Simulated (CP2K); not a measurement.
**SiH3 (silyl radical): U-revPBE-D3(BJ)/TZV2P-MOLOPT-PBE-GTH (core potential)**

Aim: the energy change on altering one bond length of SiH3 (silyl radical) at U-revPBE-D3(BJ)/TZV2P-MOLOPT-PBE-GTH (core potential), from 2 runs. 

The results are computed with CP2K 2026.2.

1 further run of the same task is left out (set aside as unsound or not needed).

## 1. The system as given

The species is SiH3 (4 atoms), meant as a doublet with charge 0. SMILES: `[SiH3]`. Geometry: relaxed at PBE0-D4/def2-TZVP.

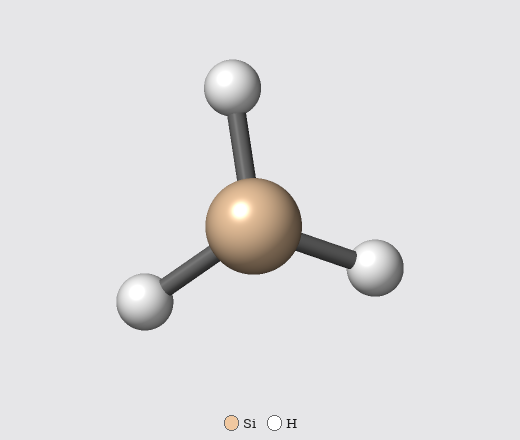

The structure, seen from a chosen angle (silicon light orange, hydrogen white).

## 2. The energy at U-revPBE-D3(BJ)/TZV2P-MOLOPT-PBE-GTH (core potential)

gas.inp

```
&GLOBAL
  PROJECT gas
  RUN_TYPE ENERGY
  PRINT_LEVEL MEDIUM
&END GLOBAL

&FORCE_EVAL
  METHOD QS
  &DFT
    BASIS_SET_FILE_NAME BASIS_MOLOPT_UZH
    POTENTIAL_FILE_NAME POTENTIAL_UZH
    CHARGE 0
    MULTIPLICITY 2
    LSD T
    # Quickstep
    &QS
      METHOD GPW
      EPS_DEFAULT 1.0E-10
    &END QS
    # real-space grids
    &MGRID
      CUTOFF 400
      REL_CUTOFF 50
      NGRIDS 4
    &END MGRID
    &POISSON
      PERIODIC NONE
      POISSON_SOLVER MULTIPOLE
    &END POISSON
    # self-consistent field
    &SCF
      SCF_GUESS ATOMIC
      EPS_SCF 1.0E-06
      MAX_SCF 30
      &OT ON
        MINIMIZER DIIS
        PRECONDITIONER FULL_ALL
      &END OT
      &OUTER_SCF
        EPS_SCF 1.0E-06
        MAX_SCF 5
      &END OUTER_SCF
    &END SCF
    # exchange and correlation
    &XC
      &XC_FUNCTIONAL
        &PBE
          PARAMETRIZATION REVPBE
        &END PBE
      &END XC_FUNCTIONAL
      &VDW_POTENTIAL
        POTENTIAL_TYPE PAIR_POTENTIAL
        &PAIR_POTENTIAL
          TYPE DFTD3(BJ)
          PARAMETER_FILE_NAME dftd3.dat
          REFERENCE_FUNCTIONAL revPBE
          R_CUTOFF 15
        &END PAIR_POTENTIAL
      &END VDW_POTENTIAL
    &END XC
    &PRINT
      &MOMENTS
        PERIODIC F
        REFERENCE COM
        MAX_MOMENT 1
      &END MOMENTS
      &MO_CUBES
        NLUMO 1
        NHOMO -1
        WRITE_CUBE F
      &END MO_CUBES
      &HIRSHFELD OFF
      &END HIRSHFELD
    &END PRINT
  &END DFT
  &SUBSYS
    # vacuum box
    &CELL
      ABC [angstrom] 8.2 9.2 9.1
      PERIODIC NONE
    &END CELL
    &COORD
      UNIT bohr
      Si     0.5551637    -0.0508336    -0.3099718
      H      1.0566404     1.2572348     2.1238632
      H     -0.4233742    -2.6487346     0.1136292
      H     -1.1884299     1.4423335    -1.9275017
    &END COORD
    &TOPOLOGY
      &CENTER_COORDINATES
      &END CENTER_COORDINATES
    &END TOPOLOGY
    &KIND Si
      BASIS_SET TZV2P-MOLOPT-PBE-GTH-q4
      POTENTIAL GTH-PBE-q4
    &END KIND
    &KIND H
      BASIS_SET TZV2P-MOLOPT-PBE-GTH-q1
      POTENTIAL GTH-PBE-q1
    &END KIND
  &END SUBSYS
&END FORCE_EVAL
```

Run with:

```console
$ OMP_NUM_THREADS=1 cp2k.psmp gas.inp > gas.out
```

What it wrote:

```text
CP2K| version string:                                       CP2K version 2026.2
[...]
 GLOBAL| Method name                                                        CP2K
[...]
 GLOBAL| Run type                                                         ENERGY
[...]
 DFT| Spin unrestricted (spin-polarized) Kohn-Sham calculation               UKS
 DFT| Multiplicity                                                             2
[...]
 DFT| Charge                                                                   0
[...]
 FUNCTIONAL| PBE:
[...]
 QS| Method:                                                                 GPW
[...]
 QS| Density cutoff [a.u.]:                                                200.0
[...]
 QS| Relative density cutoff [a.u.]:                                        25.0
[...]
                             - Atoms:                                          4
[...]
                             - Spherical basis functions:                     71
[...]
 Number of electrons:                                                          4
[...]
     1 OT DIIS     0.15E+00    1.4     0.07474979        -4.9128891080 -4.91E+00
[...]
    20 OT DIIS     0.15E+00    1.5     0.00000081        -5.6493947784 -2.80E-10
  *** SCF run converged in    20 steps ***
[...]
  Overlap energy of the core charge distribution:               0.00000002710145
  Self energy of the core charge distribution:                -14.47730672212419
  Core Hamiltonian energy:                                      3.60221748379473
  Hartree energy:                                               7.45046187558128
  Exchange-correlation energy:                                 -2.22101508062939
  Dispersion energy:                                           -0.00375236208105
  Total energy:                                                -5.64939477835716
[...]
                     Mulliken Population Analysis
 #  Atom  Element  Kind  Atomic population (alpha,beta) Net charge  Spin moment
       1     Si       1         2.385356     1.430192     0.184453     0.955164
       2     H        2         0.538453     0.523460    -0.061913     0.014993
       3     H        2         0.538174     0.523234    -0.061408     0.014940
       4     H        2         0.538017     0.523114    -0.061131     0.014903
 # Total charge and spin        4.000000     3.000000     0.000000     1.000000
[...]
  Dipole moment [Debye]
    X=  0.6797846E-01 Y= -0.7166848E-02 Z= -0.4528898E-01  Total=      0.0819971
[...]
 WARNING : did not converge in ot_eigensolver
 number of iterations          299  exceeded maximum
 current gradient / target gradient   1.7898360192171456E-005  /    1.0000000000000001E-005
[...]
 HOMO - LUMO gap [eV] :    5.394567
 ENERGY| Total FORCE_EVAL ( QS ) energy [hartree]             -5.649394778357162
[...]
```

Run time: 34 s. Hardware: 1 thread of Arm Neoverse V1, shared host; peak memory 0.8 GiB.

## 3. The distorted shape, same level

molecule.xyz

```xyz
4

Si     0.449142     0.385566    -0.231285
H      0.714512     1.077766     1.056645
H     -0.224040    -1.401650     0.060130
H     -0.473528     1.175716    -1.087245
```

molecule.inp

```
&FORCE_EVAL
  METHOD Quickstep
  &DFT
    BASIS_SET_FILE_NAME BASIS_MOLOPT_UZH
    POTENTIAL_FILE_NAME POTENTIAL_UZH
    CHARGE 0
    MULTIPLICITY 2
    UNRESTRICTED_KOHN_SHAM T
    # Quickstep
    &QS
      METHOD GPW
      EPS_DEFAULT 1.0E-10
    &END
    &MGRID
      CUTOFF 400
      REL_CUTOFF 50
      NGRIDS 4
    &END
    &POISSON
      PERIODIC NONE
      POISSON_SOLVER MULTIPOLE
    &END
    # SCF settings
    &SCF
      SCF_GUESS ATOMIC
      EPS_SCF 1.0E-06
      MAX_SCF 40
      &OT ON
        MINIMIZER DIIS
        PRECONDITIONER FULL_SINGLE_INVERSE
      &END
      &OUTER_SCF
        EPS_SCF 1.0E-06
        MAX_SCF 5
      &END
    &END
    # exchange and correlation
    &XC
      &XC_FUNCTIONAL
        &PBE
          PARAMETRIZATION REVPBE
        &END
      &END
      &VDW_POTENTIAL
        POTENTIAL_TYPE PAIR_POTENTIAL
        &PAIR_POTENTIAL
          TYPE DFTD3(BJ)
          PARAMETER_FILE_NAME dftd3.dat
          REFERENCE_FUNCTIONAL revPBE
          R_CUTOFF 15
        &END
      &END
    &END
    # extra output
    &PRINT
      &MOMENTS
        PERIODIC F
        REFERENCE COM
        MAX_MOMENT 1
      &END
      &MO_CUBES
        NLUMO 5
        NHOMO -1
        WRITE_CUBE F
      &END
      &HIRSHFELD OFF
      &END
    &END
  &END
  &SUBSYS
    &CELL
      ABC [angstrom] 8.2 9.6 9.1
      PERIODIC NONE
    &END
    &TOPOLOGY
      COORD_FILE_NAME molecule.xyz
      COORD_FILE_FORMAT XYZ
      &CENTER_COORDINATES
      &END
    &END
    &KIND Si
      BASIS_SET TZV2P-MOLOPT-PBE-GTH-q4
      POTENTIAL GTH-PBE-q4
    &END
    &KIND H
      BASIS_SET TZV2P-MOLOPT-PBE-GTH-q1
      POTENTIAL GTH-PBE-q1
    &END
  &END
&END
&GLOBAL
  PROJECT molecule
  RUN_TYPE ENERGY
  PRINT_LEVEL MEDIUM
&END
```

Run with:

```console
$ OMP_NUM_THREADS=1 cp2k.psmp -i molecule.inp -o molecule.out
```

What it wrote:

```text
CP2K| version string:                                       CP2K version 2026.2
[...]
 GLOBAL| Method name                                                        CP2K
[...]
 GLOBAL| Run type                                                         ENERGY
[...]
 DFT| Spin unrestricted (spin-polarized) Kohn-Sham calculation               UKS
 DFT| Multiplicity                                                             2
[...]
 DFT| Charge                                                                   0
[...]
 FUNCTIONAL| PBE:
[...]
 QS| Method:                                                                 GPW
[...]
 QS| Density cutoff [a.u.]:                                                200.0
[...]
 QS| Relative density cutoff [a.u.]:                                        25.0
[...]
                             - Atoms:                                          4
[...]
                             - Spherical basis functions:                     71
[...]
 Number of electrons:                                                          4
[...]
     1 OT DIIS     0.80E-01    1.5     0.06750172        -4.9184863796 -4.92E+00
[...]
    31 OT DIIS     0.80E-01    1.6     0.00000087        -5.6164764223 -1.79E-10
  *** SCF run converged in    31 steps ***
[...]
  Overlap energy of the core charge distribution:               0.00000001806756
  Self energy of the core charge distribution:                -14.47730672212419
  Core Hamiltonian energy:                                      3.43827213565301
  Hartree energy:                                               7.57464991710570
  Exchange-correlation energy:                                 -2.14777361671487
  Dispersion energy:                                           -0.00431815431815
  Total energy:                                                -5.61647642233093
[...]
                     Mulliken Population Analysis
 #  Atom  Element  Kind  Atomic population (alpha,beta) Net charge  Spin moment
       1     Si       1         2.345983     1.433875     0.220142     0.912108
       2     H        2         0.538249     0.513472    -0.051721     0.024778
       3     H        2         0.577883     0.539496    -0.117379     0.038387
       4     H        2         0.537885     0.513158    -0.051043     0.024727
 # Total charge and spin        4.000000     3.000000     0.000000     1.000000
[...]
  Dipole moment [Debye]
    X=  0.2332453E+00 Y=  0.6170428E+00 Z= -0.1068916E+00  Total=      0.6682596
[...]
 HOMO - LUMO gap [eV] :    4.188040
 ENERGY| Total FORCE_EVAL ( QS ) energy [hartree]             -5.616476422330927
[...]
```

It took 51 s on 1 thread of Arm Neoverse V1, shared host; peak memory 0.8 GiB.

## 4. Results

At U-revPBE-D3(BJ)/TZV2P-MOLOPT-PBE-GTH (core potential):

```
                                                          quantity          value
                                         first shape: total energy    -5.64939 Eh
                                        first shape: dipole moment         0.08 D
                   first shape: HOMO energy (highest over α and β)       -5.31 eV
                    first shape: LUMO energy (lowest over α and β)       -3.12 eV
                                    first shape: dispersion energy   -9.85 kJ/mol
                                                 first shape: ⟨S²⟩          0.754
                                     distorted shape: total energy    -5.61648 Eh
                                    distorted shape: dipole moment         0.67 D
               distorted shape: HOMO energy (highest over α and β)       -5.47 eV
                distorted shape: LUMO energy (lowest over α and β)       -3.38 eV
                                distorted shape: dispersion energy  -11.34 kJ/mol
                                             distorted shape: ⟨S²⟩          0.754
energy change with the Si1–H3 bond stretched from 1.486 to 1.932 Å       0.896 eV
```

What this shows: With the Si1–H3 bond stretched from 1.486 to 1.932 Å the energy rises by 0.90 eV (86.4 kJ/mol). The first shape isn't relaxed at this level, so the change isn't measured from a minimum.
